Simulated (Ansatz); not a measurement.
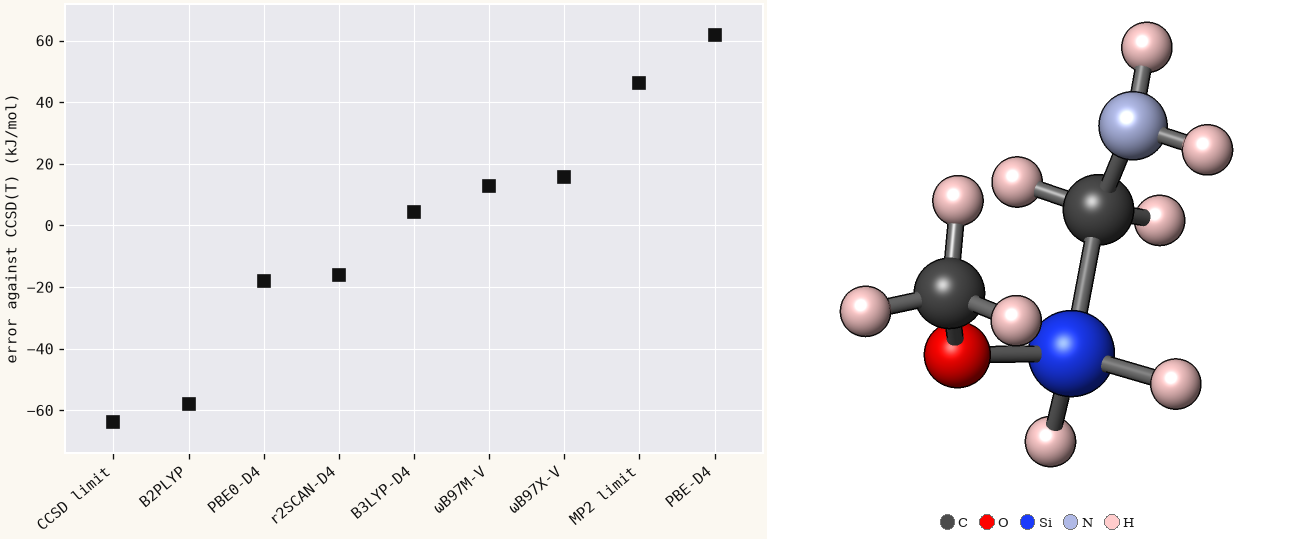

Error in the electronic atomisation energy (method less reference, so positive means overbinding) of C₂H₉NOSi, SMILES CO[SiH2]CN: functionals in def2-TZVPP against frozen-core CCSD(T) at the limit (MP2 extrapolated from triple and quadruple zeta, plus CCSD(T) less MP2 in a smaller set), which gives 5070.5 kJ/mol, at a PBE0-D4/def2-TZVP geometry (no frequency check), no zero-point or spin-orbit term, the Ansatz code 0.2.0. The reference leaves out core correlation, a term that grows with the number of heavy atoms. B2PLYP holds a correlation term that converges slowly with the basis, so part of the distance to the limit is basis error. No dispersion term is added to B2PLYP. Limit means the basis limit.

**What range do the values span?**

From −63.8 kJ/mol (CCSD limit) to 61.8 kJ/mol (PBE-D4).

**Which of these levels overbind, and which underbind?**

Overbind: MP2 limit and PBE-D4. Underbind: CCSD limit and B2PLYP. Within 25 kJ/mol of zero, too close to call in view of what the reference leaves out: PBE0-D4, r2SCAN-D4, B3LYP-D4, ωB97M-V and ωB97X-V.

Limits of at least one run: one conformer of a flexible molecule.
